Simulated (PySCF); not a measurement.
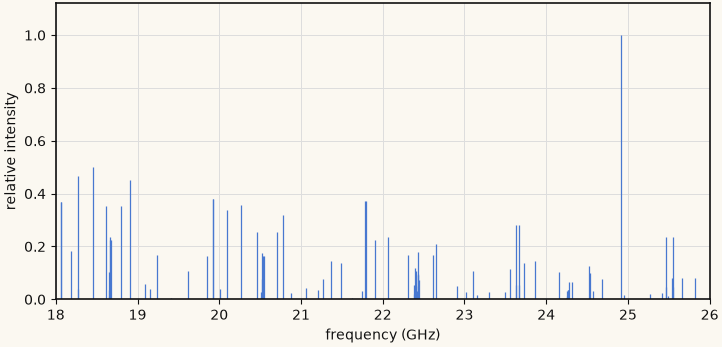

Simulated rotational absorption lines between 18 and 26 GHz at 1.5 K: rigid rotor with the equilibrium constants and dipole of one optimised conformer (PBE0-D3(BJ)/def2-SVP, PySCF), commonest isotopes; no centrifugal distortion, hyperfine structure, internal rotation or nuclear-spin weights; lines within 1 MHz of each other are summed.

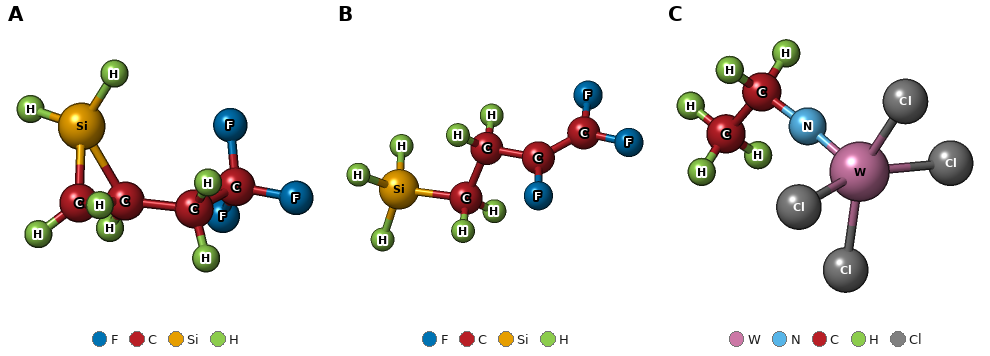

### Which molecule gives this spectrum? The candidates are drawn in the second picture.

Structure A, C₄H₇F₃Si, SMILES FC(F)(F)C[C@H]1C[SiH2]1. Rotational constants A, B, C = 3.426, 0.9644, 0.8998 GHz, |μa|, |μb|, |μc| = 1.87, 1.01, 0.44 D.

Note: coarse grid, loose stop and no frequency check, small forces are noise and the end may be a saddle.
